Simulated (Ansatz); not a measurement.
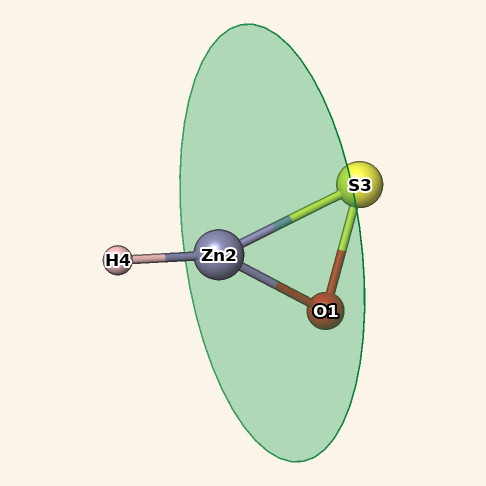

A disc through the centre of mass is drawn in. Depth is shown by fading: the farther an atom, the more it takes the colour of the background. Charge −1, singlet. The geometry was computed by an optimisation with PBE-D4/def2-SVPD. No frequency run is at hand to confirm it as a minimum.

> Is the plane of the disc a mirror plane of the structure?

No. The point group is Cs, with 1 mirror plane, and this plane isn't one of its mirror planes.
